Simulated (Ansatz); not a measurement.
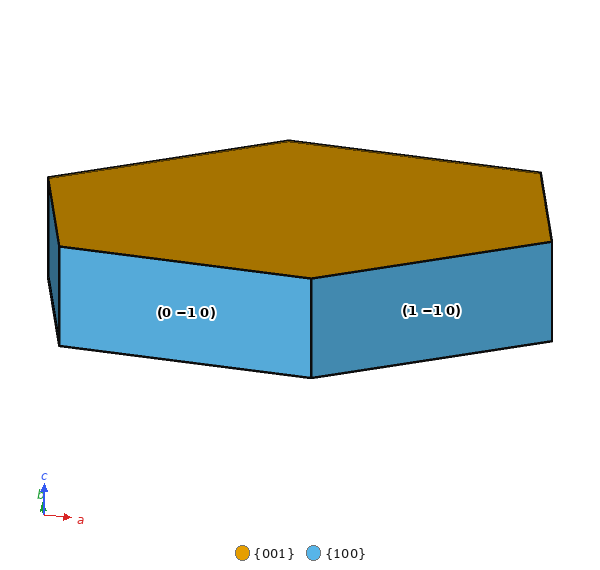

BeB, space group P-6m2 (No. 187), a = 2.274 Å, b = 2.274 Å, c = 9.469 Å, α = 90.00°, β = 90.00°, γ = 120.00°. BFDH (Bravais–Friedel–Donnay–Harker) growth shape, computed from the cell and space group alone: each face lies at a distance from the centre proportional to 1/d(hkl), with d taken for the first order that the space group does not extinguish. It ignores bonding, solvent and kinetics. Source: the geometry relaxed with DFT PBE, scalar-relativistic, plane waves, PAW in Ansatz 0.2.0; the starting structure was generated, so it need not be a known form of this composition. Forms under 0.4 % of the area are left out. Forms are taken in the Laue class: a face and its opposite count as one form.

**Describe the habit.**

It is plate-like. Widths along a, b and c stand as 1.00 : 1.00 : 0.18.

**Which form makes up most of the surface, and how much?**

{001}, with 2 faces and about 71 % of the area; its spacing is d = 9.469 Å.
